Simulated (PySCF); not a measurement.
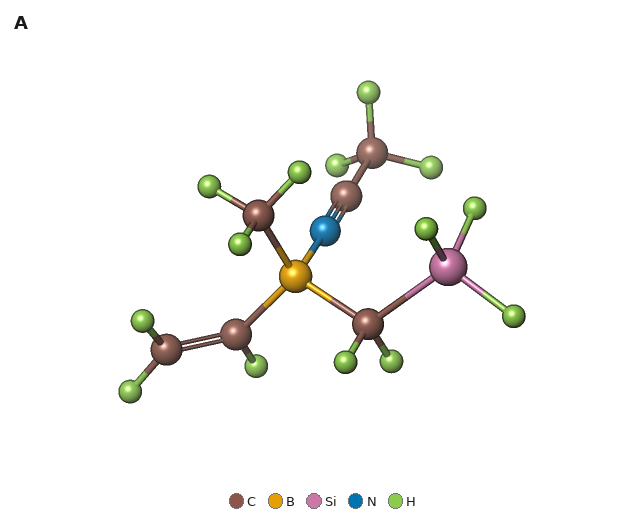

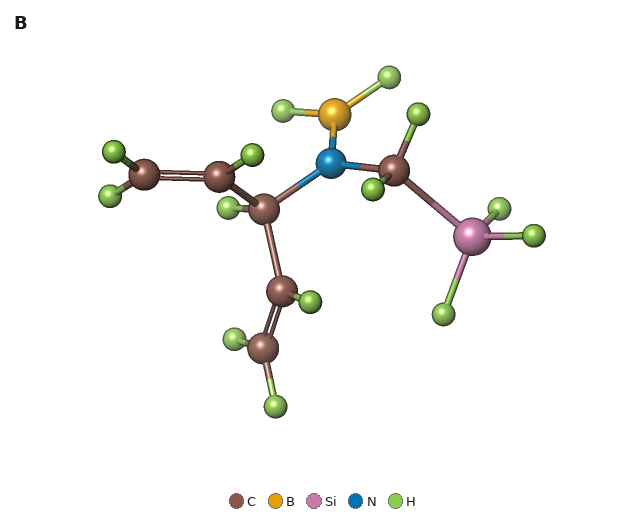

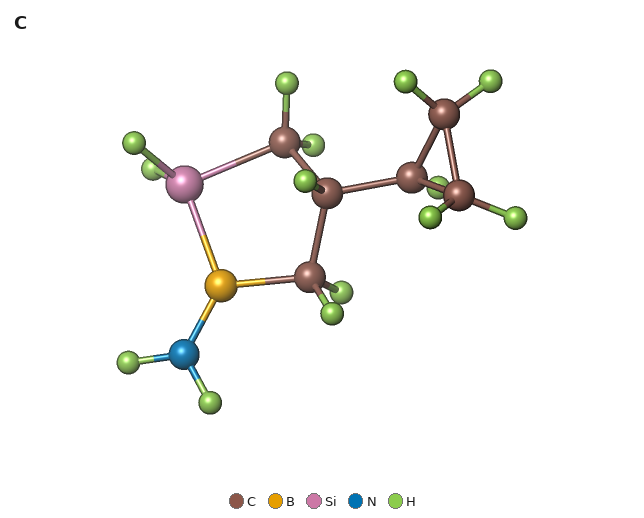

3 stationary structures of one formula. Geometries: GFN2-xTB. Electronic energies: PBE0/pcSseg-1 (PySCF 2.14.0), without zero-point energy. No frequency run is at hand to confirm each as a minimum. Each is one conformer, not always the lowest.

### Are they conformers, stereoisomers or constitutional isomers?

They are constitutional isomers of C6H14BNSi: A `C=C[B@@-](C)(C[SiH3])[N+]#CC`, B `BN(C[SiH3])C(C=C)C=C`, C `NB1C[C@@H](C2CC2)C[SiH2]1`.

### Rank them by energy, lowest first.

C is lowest; A lies 35.3 kcal/mol above it, B lies 48.3 kcal/mol above it.

The geometry is semi-empirical. Around B, Si such bond lengths and angles can be off by a tenth of an ångström or more and by several degrees, and values that hang on the shape move with them.
